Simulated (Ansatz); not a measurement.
# One shape, several levels: triplet CH4BFSe

Aim: a comparison of 6 runs (UHF/STO-3G, UHF/6-31G*, UB3LYP/6-31G*, UCAM-B3LYP/6-31G*, USVWN5/6-31G*, UMP2/6-31G*) of triplet CH4BFSe. 

Program for the calculation: Ansatz 0.2.0.

96 further runs of the same task are left out: 96 set aside as unsound or not needed. Runs told in other sessions of the task aren't counted.

**1. The molecule**

CH4BFSe: 8 atoms, total charge 0, spin state triplet. SMILES of the parent species: `CB(F)[SeH]`. The coordinates come from a PBE0-D4/def2-TZVP relaxation. This is one conformer, not always the lowest. That shape belongs to the parent species and isn't relaxed for this state.

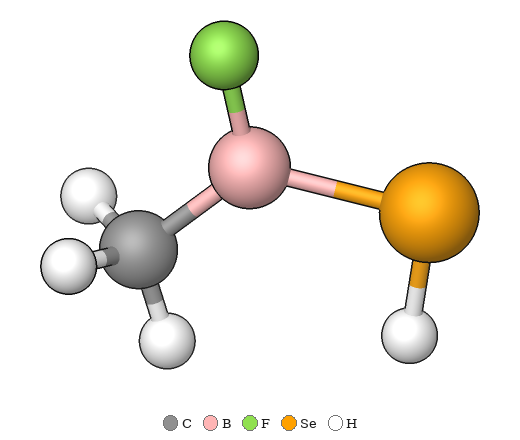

The structure, seen from a chosen angle (carbon grey, boron pink, fluorine green, selenium orange, hydrogen white).

**2. A single-point energy at UHF/STO-3G (run 1)**

input.yaml reads:

```yaml
crystal:
  periodic: [false, false, false]
  atoms:
    - {symbol: C, position_ang: [0.031600, 0.924800, -0.033200]}
    - {symbol: B, position_ang: [0.433300, -0.535500, -0.395600]}
    - {symbol: F, position_ang: [1.392300, -0.742200, -1.294100]}
    - {symbol: Se, position_ang: [-0.342700, -2.163400, 0.345700]}
    - {symbol: H, position_ang: [-0.308800, 1.440600, -0.937900]}
    - {symbol: H, position_ang: [-0.746600, 1.005800, 0.724100]}
    - {symbol: H, position_ang: [0.915800, 1.469900, 0.314200]}
    - {symbol: H, position_ang: [-1.283000, -1.457200, 1.221200]}
basis:
  gaussian:
    orbitals: STO-3G
magnetization:
  spin_polarized: true
  initial_magnetization: 2
hamiltonian:
  xc: hf
accuracy: high
output:
  orbitals: {seedname: orbitals}
```

Command:

```bash
$ ansatz run input.yaml --threads 1 --pin off --max-ram 2610MiB --events-out events.jsonl --progress --plain --runs-dir runs
```

The program printed:

```text
Warning: RAYON_NUM_THREADS=1 ignored (pool sized by the plan → 1); use --threads N
Functional definition: HF
  name "HF"
  exchange = exact_x
  correlation = 0
629 factors; integrals over basis functions are off by at most 1.1e-8 eV
mean field evaluation 1: about -68994.0448 eV, gradient 1.4e1 eV
mean field evaluation 2: about -68994.2099 eV, gradient 1.4e1 eV
mean field evaluation 4: about -68996.1543 eV, gradient 1.2e0 eV
mean field evaluation 8: about -68996.1787 eV, gradient 5.3e-5 eV
mean field evaluation 16: about -68995.5988 eV, gradient 2.5e0 eV
mean field evaluation 32: about -68995.7215 eV, gradient 1.3e0 eV
mean field evaluation 64: about -68995.5656 eV, gradient 2.6e-2 eV
mean field -68996.17683788 eV, -2535.5627315038 hartree, gradient 1.0e-8 eV, S^2 2.014810; 1 other end points of the search recorded, 0 dependent functions left out
reference -68996.17683788 eV, -2535.5627315038 hartree; 30, 28 occupied and 7, 9 virtual orbitals, 629 factors
Total energy: -68996.17683788 eV, -2535.5627315038 hartree
```

Run time: 1.2 s. Hardware: 1 thread of Arm Neoverse V2, shared host; peak memory 0.1 GiB.

**3. A single-point energy at UHF/6-31G(d) (spherical functions) (run 2)**

molecule.yaml reads:

```yaml
crystal:
  periodic: [false, false, false]
  atoms:
    - {symbol: C, position_ang: [0.031600, 0.924800, -0.033200]}
    - {symbol: B, position_ang: [0.433300, -0.535500, -0.395600]}
    - {symbol: F, position_ang: [1.392300, -0.742200, -1.294100]}
    - {symbol: Se, position_ang: [-0.342700, -2.163400, 0.345700]}
    - {symbol: H, position_ang: [-0.308800, 1.440600, -0.937900]}
    - {symbol: H, position_ang: [-0.746600, 1.005800, 0.724100]}
    - {symbol: H, position_ang: [0.915800, 1.469900, 0.314200]}
    - {symbol: H, position_ang: [-1.283000, -1.457200, 1.221200]}
basis:
  gaussian:
    orbitals: 6-31G_st_-spherical.json
magnetization:
  spin_polarized: true
  initial_magnetization: 2
hamiltonian:
  xc: hf
accuracy: high
output: {orbitals: {seedname: orbitals}}
```

The basis set 6-31G* is read from a file made from the Basis Set Exchange's data (not shown).

Command:

```bash
$ ansatz run molecule.yaml --threads 1 --pin off --max-ram 2610MiB --events-out events.jsonl --progress --plain --runs-dir runs
```

The program printed:

```text
Warning: RAYON_NUM_THREADS=1 ignored (pool sized by the plan → 1); use --threads N
[... 4 set-up lines as earlier in the session ...]
1805 factors; integrals over basis functions are off by at most 1.3e-8 eV
mean field evaluation 1: about -69759.8891 eV, gradient 2.3e1 eV
mean field evaluation 2: about -69759.8978 eV, gradient 2.3e1 eV
mean field evaluation 4: about -69763.0680 eV, gradient 2.7e0 eV
mean field evaluation 8: about -69763.1353 eV, gradient 1.7e-1 eV
mean field evaluation 16: about -69760.5132 eV, gradient 1.3e1 eV
mean field evaluation 32: about -69762.9341 eV, gradient 5.4e-1 eV
mean field evaluation 64: about -69763.0400 eV, gradient 1.0e-1 eV
mean field evaluation 96: about -69763.0384 eV, gradient 3.7e-2 eV
mean field evaluation 128: about -69763.0385 eV, gradient 6.5e-4 eV
mean field -69763.13573462 eV, -2563.7479510955 hartree, gradient 3.6e-8 eV, S^2 2.022049; 1 other end points of the search recorded, 0 dependent functions left out
reference -69763.13573462 eV, -2563.7479510955 hartree; 30, 28 occupied and 52, 54 virtual orbitals, 1805 factors
Total energy: -69763.13573462 eV, -2563.7479510955 hartree
```

Run time: 12 s. Hardware: 1 thread of Arm Neoverse V2, shared host; peak memory 0.32 GiB.

**4. A single-point energy at UB3LYP/6-31G(d) (spherical functions) (run 3)**

run.yaml reads:

```yaml
basis:
  gaussian:
    orbitals: 6-31G_st_-spherical.json
crystal:
  periodic: [false, false, false]
  atoms:
    - {symbol: C, position_ang: [0.031600, 0.924800, -0.033200]}
    - {symbol: B, position_ang: [0.433300, -0.535500, -0.395600]}
    - {symbol: F, position_ang: [1.392300, -0.742200, -1.294100]}
    - {symbol: Se, position_ang: [-0.342700, -2.163400, 0.345700]}
    - {symbol: H, position_ang: [-0.308800, 1.440600, -0.937900]}
    - {symbol: H, position_ang: [-0.746600, 1.005800, 0.724100]}
    - {symbol: H, position_ang: [0.915800, 1.469900, 0.314200]}
    - {symbol: H, position_ang: [-1.283000, -1.457200, 1.221200]}
magnetization:
  spin_polarized: true
  initial_magnetization: 2
accuracy: high
hamiltonian:
  xc: {name: B3LYP}
output: {orbitals: {seedname: orbitals}}
```

The basis set 6-31G* is read from a file made from the Basis Set Exchange's data (not shown).

Command:

```bash
$ ansatz run run.yaml --threads 1 --pin off --max-ram 2610MiB --events-out events.jsonl --progress --plain --runs-dir runs
```

The program printed:

```text
Warning: RAYON_NUM_THREADS=1 ignored (pool sized by the plan → 1); use --threads N
Functional definition: B3LYP
  name "B3LYP"
  parameter a0 = 0.2
  parameter ax = 0.72
  parameter ac = 0.81
  exchange = (1 - a0 - ax)*slater_x + ax*b88_x + a0*exact_x
  correlation = (1 - ac)*vwn_rpa_c + ac*lyp_c
1805 factors; integrals over basis functions are off by at most 1.3e-8 eV
mean field evaluation 1: about -69828.0474 eV, gradient 3.7e1 eV
mean field evaluation 2: about -69801.8446 eV, gradient 7.0e1 eV
mean field evaluation 4: about -69834.1990 eV, gradient 5.5e0 eV
mean field evaluation 8: about -69834.5615 eV, gradient 2.9e-1 eV
mean field evaluation 16: about -69834.7003 eV, gradient 2.4e-3 eV
mean field evaluation 32: about -69834.6059 eV, gradient 1.3e0 eV
mean field -69834.70033956 eV, -2566.3779018187 hartree, gradient 3.6e-8 eV, S^2 2.003805; 5 other end points of the search recorded, 0 dependent functions left out
reference -69834.70037410 eV, -2566.3779030880 hartree; 30, 28 occupied and 52, 54 virtual orbitals, 1805 factors
Total energy: -69834.70037410 eV, -2566.3779030880 hartree
```

Wall time 30 s (1 thread of Arm Neoverse V2, shared host); peak memory 0.42 GiB.

Runs 4 to 5 aren't shown in full; the table further down has their settings and results.

**5. The energy at UMP2/6-31G(d) (spherical functions) (run 6)**

run.yaml reads:

```yaml
crystal:
  periodic: [false, false, false]
  atoms:
    - symbol: C
      position_ang: [0.031600, 0.924800, -0.033200]
    - symbol: B
      position_ang: [0.433300, -0.535500, -0.395600]
    - symbol: F
      position_ang: [1.392300, -0.742200, -1.294100]
    - symbol: Se
      position_ang: [-0.342700, -2.163400, 0.345700]
    - symbol: H
      position_ang: [-0.308800, 1.440600, -0.937900]
    - symbol: H
      position_ang: [-0.746600, 1.005800, 0.724100]
    - symbol: H
      position_ang: [0.915800, 1.469900, 0.314200]
    - symbol: H
      position_ang: [-1.283000, -1.457200, 1.221200]
basis:
  gaussian: {orbitals: 6-31G_st_-spherical.json}
accuracy: high
magnetization: {spin_polarized: true, initial_magnetization: 2}
correlation: {method: mp2, frozen_orbitals: {B: 1, C: 1, F: 1, H: 0, Se: 9}}
```

The basis set 6-31G* is read from a file made from the Basis Set Exchange's data (not shown).

Command:

```bash
$ ansatz run run.yaml --threads 1 --pin off --max-ram 2610MiB --events-out events.jsonl --progress --plain --runs-dir runs
```

The program printed:

```text
Warning: RAYON_NUM_THREADS=1 ignored (pool sized by the plan → 1); use --threads N
[... 4 set-up lines as earlier in the session ...]
1805 factors; integrals over basis functions are off by at most 1.3e-8 eV
mean field evaluation 1: about -69759.8891 eV, gradient 2.3e1 eV
mean field evaluation 2: about -69759.8978 eV, gradient 2.3e1 eV
mean field evaluation 4: about -69763.0680 eV, gradient 2.7e0 eV
mean field evaluation 8: about -69763.1353 eV, gradient 1.7e-1 eV
mean field evaluation 16: about -69762.9623 eV, gradient 1.2e0 eV
mean field evaluation 32: about -69763.0385 eV, gradient 1.7e-8 eV
mean field evaluation 64: about -69763.1239 eV, gradient 1.6e-1 eV
mean field -69763.13573462 eV, -2563.7479510955 hartree, gradient 3.6e-8 eV, S^2 2.022049; 8 other end points of the search recorded, 0 dependent functions left out
12 core orbitals not correlated: weight in the atoms' cores, before any rotation towards them, 1.000 or more for the frozen orbitals, at most 0.000 for the correlated occupied ones
reference -69763.13573462 eV, -2563.7479510955 hartree; 18, 16 occupied and 52, 54 virtual orbitals, 1805 factors
second order -16.54652160 eV of doubles, -0.00000000 eV of singles
Total energy: -69779.68225622 eV, -2564.3560245486 hartree
```

Run time: 13 s. Hardware: 1 thread of Arm Neoverse V2, shared host; peak memory 0.32 GiB.

**6. All runs side by side**

| run | level | frozen core orbitals | energy (Eh) | HOMO energy (eV) | ⟨S²⟩ | wall time |
| --- | --- | --- | --- | --- | --- | --- |
| 1 | UHF/STO-3G | – | -2535.562732 | -1.75 | 2.015 | 1.2 s |
| 2 | UHF/6-31G* (spherical functions) | – | -2563.747951 | -4.53 | 2.022 | 12 s |
| 3 | UB3LYP/6-31G* (spherical functions) | – | -2566.377903 | -1.84 | 2.004 | 30 s |
| 4 | UCAM-B3LYP/6-31G* (spherical functions) | – | -2566.389516 | -3.06 | 2.005 | 43 s |
| 5 | USVWN5/6-31G* (spherical functions) | – | -2561.622984 | -1.24 | 2.002 | 13 s |
| 6 | UMP2/6-31G* (spherical functions) | 12 | -2564.356025 | – | 2.022 | 13 s |

**7. What came out**

| quantity | value |
| --- | --- |
| run 6: total energy | -2564.35602 Eh |
| run 6: correlation energy (12 core orbitals frozen) | -608.1 mEh |
| run 6: ⟨S²⟩ of the reference determinant | 2.022 |

In words: Totals of different functionals can't be ranked against each other. In run 1 the basis is minimal, so the values are rough. All runs together took 1.9 min, the longest 43 s.
